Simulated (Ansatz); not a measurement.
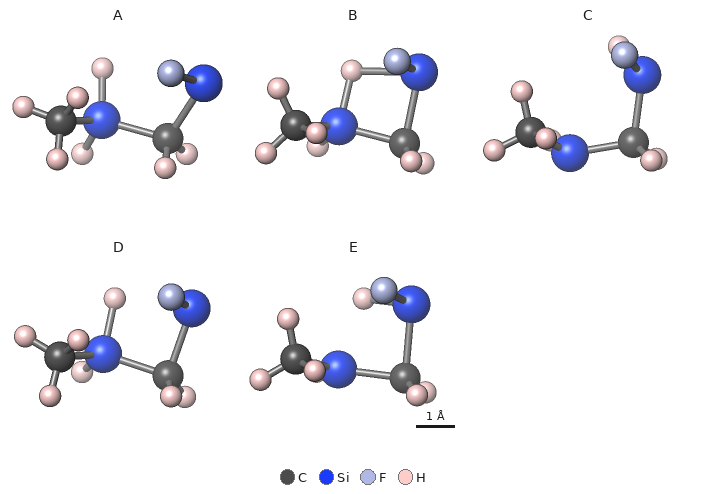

5 geometries from one relaxation of C2H7FSi2, in shuffled order. The picture is a ball-and-stick view, seen at a tilt.

The run prepares an end point of a later path (inversion) calculation, from a guessed geometry.

Method: Ansatz 0.2.0, RKS PBE0/def2-SVP. Settings: no spin polarisation; force threshold 0.015 eV/Å; at most 40 steps.

Question: Put them in the order of the run, from the start to the converged end.

Answer: C, E, B, D, A. They are steps 0, 4, 8, 16, 29, at +182.4 kJ/mol, +65.8 kJ/mol, +11.8 kJ/mol, +3.81 kJ/mol relative to the last. The largest move after the best rigid fit is that of an H atom, 1.38 Å. By element the largest moves are H 1.38 Å, Si 1.07 Å, F 0.85 Å, C 0.33 Å. Near-neighbour distances that change, for instance: H–Si 1.448 → 3.226 Å, H–Si 3.274 → 1.503 Å, C–Si 1.732 → 1.900 Å, C–Si 1.789 → 1.875 Å. New bonds form, among them: H–Si (3.27 → 1.50 Å). Bonds break, among them: H–Si (1.45 → 3.23 Å). Among the angles between lasting bonds that change: C–Si–F 107.5° → 98.2°, H–C–H 99.5° → 108.6°, Si–C–H 114.8° → 106.9°. The energy falls by 182.4 kJ/mol in 27 accepted moves (29 points after the start). Largest force component: 3.9 eV/Å at the start, 0.01 eV/Å at the end. The line search rejected the trial steps at points 12, 21 of the run.
